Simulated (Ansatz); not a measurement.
## Pressure series in BAs

The parent structure is BAs in the zinc blende structure (space group F-43m, No. 216; a = 4.809 Å).

Cell and atoms are relaxed at each pressure.

Computed with PBE (Ansatz, a program for electronic structure), scalar-relativistic without spin-orbit coupling.

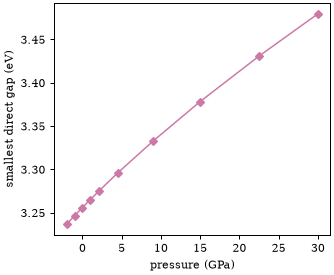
Figure: Smallest direct gap against pressure

```tsv
pressure (GPa)	smallest direct gap
-2	3.24 eV
-1	3.25 eV
0.9	3.26 eV
2.1	3.28 eV
4.5	3.30 eV
9	3.33 eV
15	3.38 eV
22.5	3.43 eV
30	3.48 eV
```

Load acts through the strain it causes; cell and atoms are relaxed under it. Whether these cells are dynamically stable was not tested. No other phases were tried under pressure.
